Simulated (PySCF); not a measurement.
# AlBrH₄OSi: electronic excitations and core binding energies

Wanted: the electronic excitations and core binding energies of AlBrH₄OSi (`[AlH2][O][SiH2]Br`), by calculation.

The runs use PySCF 2.14.0, with density-fitted response routines of our own; the level of theory stands in each step. All values are computed, except where a source is named. Atoms are numbered from 0 throughout.

### 1 Starting geometry

8 atoms, charge 0, multiplicity 1; geometry from: GFN2-xTB.

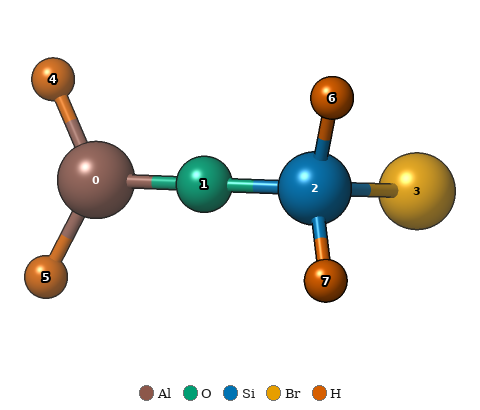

The starting geometry (aluminium brown, oxygen teal, silicon blue, bromine amber, hydrogen orange), atoms numbered; sticks join atoms by distance.

### 2 Ultraviolet spectrum: wB97X-D/def2-SVPD

The job: settings as JSON, then the geometry in Å.

```
{"job": {"kind": "uv", "xc": "wB97X-D", "basis": "def2-SVPD", "nstates": 8, "ntriplets": 3}, "charge": 0, "multiplicity": 1}
Al    -1.786052    -0.498536    -0.207261
O     -0.226049    -0.028814     0.164226
Si     1.328485     0.412822     0.373186
Br     2.288301     0.304154    -1.601700
H     -2.792369     0.579916    -0.615361
H     -2.128674    -1.989290    -0.154195
H      1.354453     1.801805     0.793355
H      1.970962    -0.572645     1.223186
```

Method: TDDFT wB97X-D/def2-SVPD, vertical, gas phase, core orbitals frozen in the response.

Output:

```text
coarse grid: 35168 points
cycle   1  E = -3183.1940870560  dE = -8.667e-01  |g| = 8.023e-01  |ddm| = 4.091e+00
cycle   2  E = -3183.1123493325  dE =  8.174e-02  |g| = 1.064e+00  |ddm| = 1.948e+00
cycle   3  E = -3183.3246228594  dE = -2.123e-01  |g| = 6.081e-02  |ddm| = 8.927e-01
cycle   4  E = -3183.3256367009  dE = -1.014e-03  |g| = 2.619e-02  |ddm| = 1.688e-01
cycle   5  E = -3183.3258517827  dE = -2.151e-04  |g| = 6.198e-03  |ddm| = 6.598e-02
cycle   6  E = -3183.3258588052  dE = -7.023e-06  |g| = 1.192e-03  |ddm| = 1.173e-02
final grid: 69592 points
cycle   7  E = -3183.3259048106  dE = -9.258e-07  |g| = 4.575e-04  |ddm| = 9.187e-03
cycle   8  E = -3183.3259048836  dE = -7.300e-08  |g| = 3.394e-04  |ddm| = 1.425e-03
cycle   9  E = -3183.3259049003  dE = -1.672e-08  |g| = 8.140e-05  |ddm| = 3.963e-04
cycle  10  E = -3183.3259049034  dE = -3.047e-09  |g| = 6.088e-05  |ddm| = 2.597e-04
cycle  11  E = -3183.3259049042  dE = -8.395e-10  |g| = 5.634e-06  |ddm| = 9.281e-05
converged SCF energy = -3183.3259049042

Static polarisability (au): isotropic 74.007, principal 67.042 71.448 83.530

Singlet excitations
state   eV       nm        f      main configurations
  1   5.8117    213.3   0.00000   H-1->L 0.62, H->L 0.35
  2   7.2060    172.1   0.00868   H->L+2 0.34, H->L+1 0.18, H->L 0.17
  3   7.3555    168.6   0.00001   H->L+1 0.29, H->L+3 0.18, H->L 0.13
  4   7.3704    168.2   0.03273   H-2->L 0.60, H-2->L+2 0.13, H-3->L 0.08
  5   7.5537    164.1   0.01404   H-4->L 0.26, H->L+3 0.14, H->L+2 0.12
  6   7.6923    161.2   0.00335   H-1->L+1 0.33, H-1->L+3 0.24, H->L+7 0.10
  7   7.7159    160.7   0.02766   H-2->L+2 0.55, H-2->L 0.14, H-3->L 0.09
  8   7.8083    158.8   0.00667   H-4->L 0.44, H-1->L 0.15, H->L 0.14

Triplet excitations (Tamm-Dancoff, eV): 5.4675 6.8772 7.0632
```

Wall time 17 s (1 thread, shared host).

The orbitals next to the gap, with their largest atomic shares:

| orbital | eV | atoms |
| --- | --- | --- |
| HOMO−3 | -11.45 | Br3 38 %, O1 34 %, Si2 16 % |
| HOMO−2 | -10.45 | Br3 84 %, O1 8 %, Si2 6 % |
| HOMO−1 | -10.42 | Br3 31 %, Al0 22 %, H4 16 % |
| HOMO | -10.17 | Br3 47 %, Si2 12 %, O1 9 % |
| LUMO | 0.48 | Al0 59 %, O1 14 %, H4 11 % |
| LUMO+1 | 1.36 | Al0 56 %, Si2 17 %, Br3 9 % |
| LUMO+2 | 1.80 | Br3 39 %, Si2 19 %, Al0 19 % |

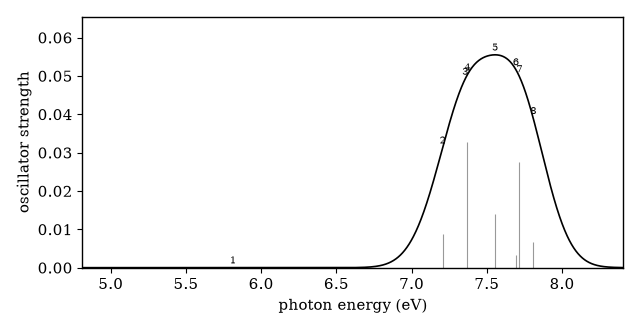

Absorption spectrum from the 8 singlet states computed; above the last one it falls off for lack of states. Lines are broadened to a width of 0.40 eV (Gaussian).

Ground-state properties from the same run:

```csv
property,computed
dipole moment (D),1.66
polarisability (Å³),10.97
HOMO–LUMO gap (eV),10.65
−ε(HOMO) (eV),10.17
```

### 3 Core-electron binding energies: SCAN, X2C

The job, as its differences from that of step 2:

```diff
@@ -1,2 +1,2 @@
-{"job": {"kind": "uv", "xc": "wB97X-D", "basis": "def2-SVPD", "nstates": 8, "ntriplets": 3}, "charge": 0, "multiplicity": 1}
+{"job": {"kind": "xps"}, "charge": 0, "multiplicity": 1}
 Al    -1.786052    -0.498536    -0.207261
```

Method: delta-SCF UKS SCAN, pcX-2 on the ionised atom, pcseg-1 elsewhere, spin-free X2C.

Output:

```text
ground state, core basis on atom 0 (Al), 139 functions
  cycle   1  E = -3209.19623769  |g| = 8.13e-01
  cycle   2  E = -3208.65472044  |g| = 1.80e+00
  cycle   3  E = -3209.31883415  |g| = 1.57e-01
  cycle   4  E = -3209.32411749  |g| = 7.45e-02
  cycle   5  E = -3209.32599350  |g| = 1.26e-02
  cycle   6  E = -3209.32605137  |g| = 2.71e-03
  cycle   7  E = -3209.32606047  |g| = 5.62e-04
  cycle   8  E = -3209.32606172  |g| = 7.98e-05
  E(ground) = -3209.49949927 Eh
hole in Al 1s of atom 0
  cycle   1  E = -3150.73539726  |g| = 3.97e+00
  cycle   2  E = -3149.32983160  |g| = 2.37e+00
  cycle   3  E = -3148.05074397  |g| = 1.75e+00
  cycle   4  E = -3151.61597539  |g| = 4.05e-01
  cycle   5  E = -3151.64687731  |g| = 3.85e-01
  cycle   6  E = -3151.70973114  |g| = 1.35e-01
  cycle   7  E = -3151.71755720  |g| = 4.67e-02
  cycle   8  E = -3151.71878498  |g| = 6.95e-03
  cycle   9  E = -3151.71881710  |g| = 1.37e-03
  cycle  10  E = -3151.71882078  |g| = 3.07e-04
  E(ion) = -3151.89543960 Eh   <S^2> = 0.7520   hole on atom = 1.000   binding energy = 1567.486 eV
hole in Al 2p of atom 0
  cycle   1  E = -3206.06806653  |g| = 1.06e+00
  cycle   2  E = -3204.78898881  |g| = 1.31e+00
  cycle   3  E = -3206.10962482  |g| = 5.37e-01
  cycle   4  E = -3206.30811810  |g| = 1.62e-01
  cycle   5  E = -3206.30903713  |g| = 2.26e-01
  cycle   6  E = -3206.32922339  |g| = 1.29e-02
  cycle   7  E = -3206.32930591  |g| = 5.35e-03
  cycle   8  E = -3206.32932039  |g| = 1.66e-03
  cycle   9  E = -3206.32932176  |g| = 6.49e-04
  cycle  10  E = -3206.32932386  |g| = 2.54e-04
  E(ion) = -3206.50951007 Eh   <S^2> = 0.7544   hole on atom = 1.003   binding energy = 81.362 eV
  2p3/2 = 80.890 eV   2p1/2 = 81.464 eV
ground state, core basis on atom 1 (O), 128 functions
  cycle   1  E = -3209.28711168  |g| = 1.13e-01
  cycle   2  E = -3209.28423181  |g| = 1.44e-01
  cycle   3  E = -3209.28752124  |g| = 4.97e-02
  cycle   4  E = -3209.28795921  |g| = 1.94e-03
  cycle   5  E = -3209.28796261  |g| = 6.32e-04
  cycle   6  E = -3209.28795351  |g| = 1.74e-04
  E(ground) = -3209.49538445 Eh
hole in O 1s of atom 1
  cycle   1  E = -3188.69408859  |g| = 2.23e+00
  cycle   2  E = -3188.23966617  |g| = 2.19e+00
  cycle   3  E = -3189.46961729  |g| = 3.92e-01
  cycle   4  E = -3189.50347918  |g| = 1.85e-01
  cycle   5  E = -3189.52628113  |g| = 4.67e-02
  cycle   6  E = -3189.52771210  |g| = 7.33e-03
  cycle   7  E = -3189.52774013  |g| = 2.32e-03
  cycle   8  E = -3189.52774701  |g| = 6.54e-04
  cycle   9  E = -3189.52774732  |g| = 1.33e-04
  E(ion) = -3189.73471337 Eh   <S^2> = 0.7622   hole on atom = 1.000   binding energy = 537.715 eV
ground state, core basis on atom 2 (Si), 139 functions
  cycle   1  E = -3209.35131547  |g| = 3.10e-01
  cycle   2  E = -3209.34479564  |g| = 2.23e-01
  cycle   3  E = -3209.34704732  |g| = 1.89e-01
  cycle   4  E = -3209.35384563  |g| = 1.86e-02
  cycle   5  E = -3209.35391028  |g| = 3.78e-03
  cycle   6  E = -3209.35391605  |g| = 6.19e-04
  cycle   7  E = -3209.35391604  |g| = 1.33e-04
  E(ground) = -3209.52401790 Eh
hole in Si 1s of atom 2
  cycle   1  E = -3140.37916304  |g| = 4.35e+00
  cycle   2  E = -3138.63506908  |g| = 2.56e+00
  cycle   3  E = -3135.21173045  |g| = 2.48e+00
  cycle   4  E = -3141.33573036  |g| = 4.02e-01
  cycle   5  E = -3141.41006627  |g| = 2.06e-01
  cycle   6  E = -3141.42722245  |g| = 9.71e-02
  cycle   7  E = -3141.43079439  |g| = 4.19e-02
  cycle   8  E = -3141.43143737  |g| = 1.51e-02
  cycle   9  E = -3141.43158666  |g| = 2.60e-03
  cycle  10  E = -3141.43159025  |g| = 7.25e-04
  cycle  11  E = -3141.43159264  |g| = 1.26e-04
  E(ion) = -3141.60800633 Eh   <S^2> = 0.7522   hole on atom = 1.000   binding energy = 1848.089 eV
hole in Si 2p of atom 2
  cycle   1  E = -3205.04459922  |g| = 1.24e+00
  cycle   2  E = -3204.63152754  |g| = 1.33e+00
  cycle   3  E = -3205.24504521  |g| = 4.17e-01
  cycle   4  E = -3205.36141162  |g| = 9.57e-02
  cycle   5  E = -3205.36631586  |g| = 3.17e-02
  cycle   6  E = -3205.36658506  |g| = 2.14e-02
  cycle   7  E = -3205.36676403  |g| = 4.31e-03
  cycle   8  E = -3205.36677067  |g| = 5.67e-04
  cycle   9  E = -3205.36677397  |g| = 1.55e-04
  E(ion) = -3205.54601769 Eh   <S^2> = 0.7517   hole on atom = 1.003   binding energy = 108.247 eV
  2p3/2 = 108.090 eV   2p1/2 = 108.719 eV
```

Run time: 47 s. Hardware: 1 thread, shared host.

Binding energies by hole, beside the orbital energy of the ground state; the difference holds orbital relaxation and, for a density functional, its self-interaction error:

```
       hole  stands for                   environment  ΔSCF (eV; 2p as the shell's mean)  −ε (eV)   ⟨S²⟩
Al1s on Al0         Al0    aluminium bonded to O, 2 H                            1567.49   1518.2  0.752
Al2p on Al0         Al0    aluminium bonded to O, 2 H                              81.08     70.8  0.754
  O1s on O1          O1       oxygen bonded to Al, Si                             537.72    516.4  0.762
Si1s on Si2         Si2  silicon bonded to Br, O, 2 H                            1848.09   1794.7  0.752
Si2p on Si2         Si2  silicon bonded to Br, O, 2 H                             108.30     97.4  0.752
```

With the spin-orbit splitting: Al0 2p3/2 80.89, 2p1/2 81.46 eV; Si2 2p3/2 108.09, 2p1/2 108.72 eV. The table gives each 2p level as the mean over the whole 2p shell (two parts 2p3/2, one part 2p1/2), which differs a little from the single hole in the log.

### 4 Summary of results

| quantity | value |
| --- | --- |
| lowest singlet (wB97X-D/def2-SVPD) | 5.81 eV (213 nm), f = 0.000 |
| brightest single state of those computed | state 4, 7.37 eV, f = 0.033 |
| lowest triplet | 5.47 eV |
| Al1s binding energies, SCAN/pcX-2 | Al0 1567.49 eV |
| Al2p binding energies, SCAN/pcX-2 | Al0 81.08 eV |
| O1s binding energies, SCAN/pcX-2 | O1 537.72 eV |
| Si1s binding energies, SCAN/pcX-2 | Si2 1848.09 eV |
| Si2p binding energies, SCAN/pcX-2 | Si2 108.30 eV |

In words: The lowest singlet, at 5.81 eV, is HOMO−1→LUMO 0.62, HOMO→LUMO 0.35 and is dark; of the 8 states computed, the strongest absorption comes from state 4 at 7.37 eV. The lowest triplet lies 0.34 eV below the lowest singlet (triplets in Tamm-Dancoff, singlets in full TDDFT).
